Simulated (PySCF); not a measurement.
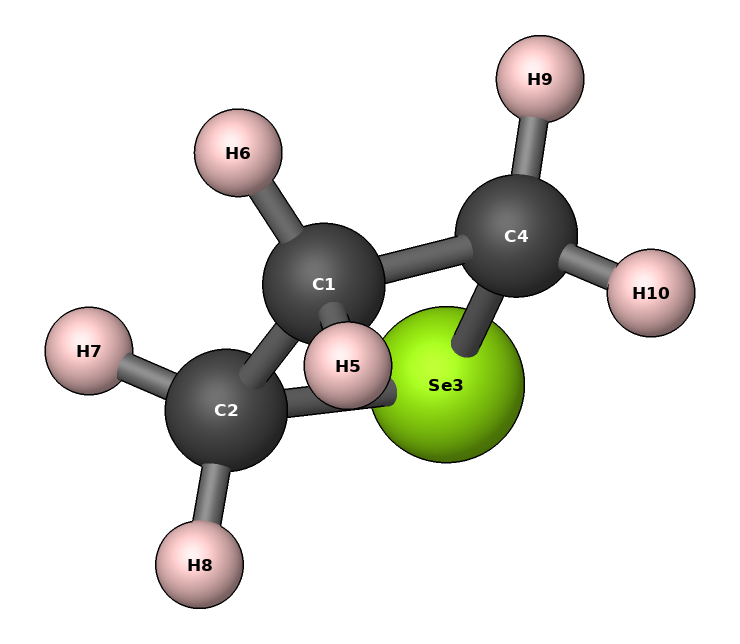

The questions are on Mulliken spin populations. The species has charge +1 and is a spin doublet. The geometry was computed by an optimisation with GFN2-xTB. No frequency run is at hand to confirm it as a minimum. Properties computed with UKS B3LYP, def2-TZVP-core on Se, pcH-1 on C H, non-relativistic (PySCF 2.14.0).

Question: Which atom carries the largest spin population?

Answer: Se3 (0.94 e).

Question: Which atom has the lowest spin population?

Answer: C2, C4 (−0.04 e); a negative value comes from spin polarisation.

Give the Mulliken spin populations atom by atom.

```csv
atom,value (e)
C1,0.01
C2,−0.04
Se3,0.94
C4,−0.04
H5,0.00
H6,0.00
H7,0.03
H8,0.03
H9,0.03
H10,0.03
```

Mulliken values depend strongly on the basis set. The geometry is semi-empirical. Around Se such bond lengths and angles can be off by a tenth of an ångström or more and by several degrees, and values that hang on the shape move with them.
